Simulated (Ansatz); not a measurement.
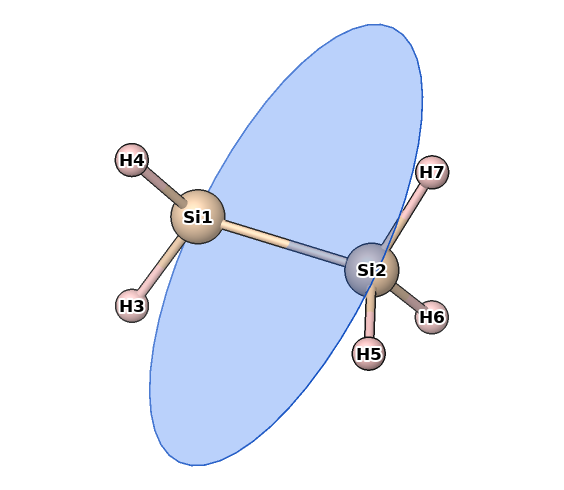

A disc through the centre of mass is drawn in. Depth is shown by fading: the farther an atom, the more it takes the colour of the background. The species is neutral and a spin doublet. Computed geometry: PBE0-D4/def2-TZVP optimisation.

Q: Is the plane of the disc a mirror plane of the structure?

A: No. The point group is Cs, with 1 mirror plane, and this plane isn't one of its mirror planes.
